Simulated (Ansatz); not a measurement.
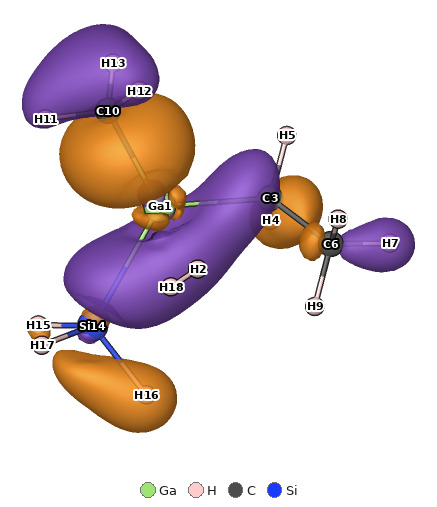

C3H11GaSi···H2. The HOMO−1 at ±0.1 Å⁻³ᐟ² (orange and purple are the two phases), seen across its widest extent.

Not at a stationary point (largest force 1.9 eV/Å).

All numbers below come from RKS PBE/def2-SVP in Ansatz 0.2.0.

```yaml
atoms:
  - { symbol: Ga, position_ang: [0.0289, -0.7918, -0.4767] }
  - { symbol: H, position_ang: [0.1811, 0.4443, 1.9963] }
  - { symbol: C, position_ang: [1.7480, -0.0246, -1.1748] }
  - { symbol: H, position_ang: [2.2848, -0.8637, -1.6714] }
  - { symbol: H, position_ang: [1.5128, 0.7073, -1.9772] }
  - { symbol: C, position_ang: [2.6606, 0.6139, -0.1135] }
  - { symbol: H, position_ang: [3.6460, 0.9105, -0.5358] }
  - { symbol: H, position_ang: [2.2110, 1.5330, 0.3198] }
  - { symbol: H, position_ang: [2.8727, -0.0738, 0.7337] }
  - { symbol: C, position_ang: [-1.6881, 0.0591, -1.0240] }
  - { symbol: H, position_ang: [-2.5909, -0.4727, -0.6683] }
  - { symbol: H, position_ang: [-1.7216, 1.1023, -0.6446] }
  - { symbol: H, position_ang: [-1.7252, 0.1239, -2.1320] }
  - { symbol: Si, position_ang: [0.0871, -2.7283, 0.8616] }
  - { symbol: H, position_ang: [-0.2633, -3.9617, 0.0570] }
  - { symbol: H, position_ang: [1.4470, -2.9944, 1.4654] }
  - { symbol: H, position_ang: [-0.8946, -2.6983, 2.0106] }
  - { symbol: H, position_ang: [0.1082, -0.2708, 1.8977] }
```

**Describe this orbital and give its energy.**

It lies mainly on C10 (about 35 %), Ga1 (about 25 %), Si14 (about 15 %) and C3 (about 10 %). Its energy is −6.19 eV.
